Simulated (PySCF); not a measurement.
## Electronic structure of C$_{7}$H$_{11}$NSi$_{2}$ in real space

```xyz
21

C    -1.2648   -0.5309   -1.7265
Si   -0.1182    0.3242   -0.4767
C    -1.0257    1.0028    1.0489
Si   -1.9498   -0.3018    2.0899
C     1.1037    1.5501   -1.2478
C     2.3573    1.1011   -1.0955
C     2.5123   -0.1714   -0.4246
C     1.3758   -0.7732   -0.0161
C     1.3156   -2.0025    0.6267
N     1.2048   -3.0206    1.1529
H    -0.7282   -0.8377   -2.6190
H    -1.7101   -1.4161   -1.2839
H    -2.0696    0.1309   -2.0291
H    -1.7357    1.7586    0.7150
H    -0.3111    1.5192    1.6896
H    -2.9832   -0.9200    1.2557
H    -2.5943    0.3896    3.2115
H    -1.0110   -1.3031    2.5836
H     0.8887    2.4854   -1.7357
H     3.2372    1.6241   -1.4429
H     3.4974   -0.5914   -0.2765
```

Geometry: GFN2-xTB.

Level of theory: PBE0/pcSseg-1, SCF density, gas phase, non-relativistic (PySCF).

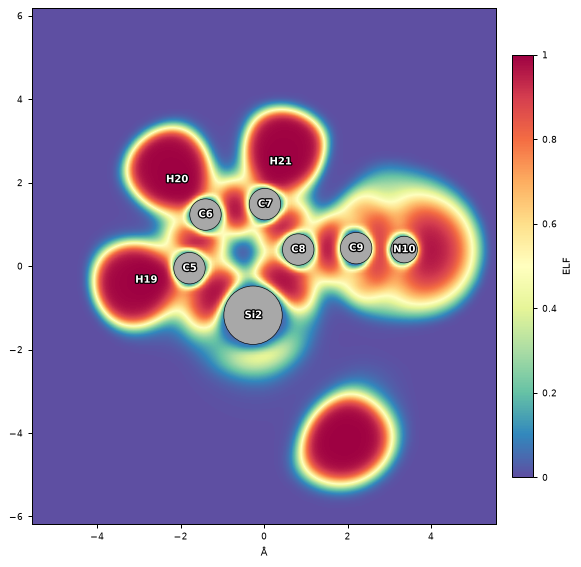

Figure 1. Electron localisation function on the plane of atoms C6, C5 and H19. Grey discs cover the atomic cores.

Describe what can be read from this map.

Answer.
- The section cuts through Si, C, N and H sites.
- C–N (1.15 Å): the ELF peaks at about 0.85 between the atoms: a short, multiple covalent bond.
- C–C (1.34 Å): the ELF peaks at about 0.95 between the atoms; a multiple bond.
- C–Si (1.89 Å): the ELF peaks at about 0.95 between the atoms (localised, covalent bonding).
- C–H (1.08 Å): the ELF climbs to about 1 towards the hydrogen, as it does in any bond to H; a covalent bond by its length.
- C–C (1.39 Å): the ELF peaks at about 0.95 between the atoms, as expected for localised, covalent bonding.
- The ELF also peaks beside N10, away from the bonds: lone-pair regions.

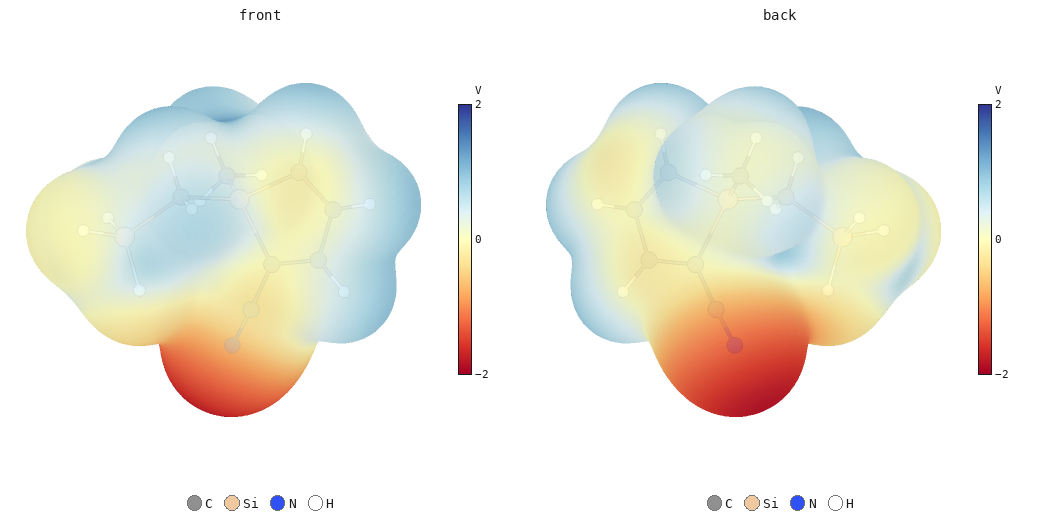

Figure 2. The electrostatic potential painted on the density surface at 0.001 e/bohr³, seen from the front and from behind; red is negative and blue positive.

Which sites attract a positive test charge, and which a negative one?

Answer. A positive charge is drawn to the negative regions and a negative charge to the positive ones. The most negative region (about −1.8 V) lies over N10, the most positive (about +1.1 V) over Si2. N10 is the likeliest acceptor of a hydrogen bond.

What dipole moment does the calculation give?

Answer. Its dipole moment is 4.93 D.
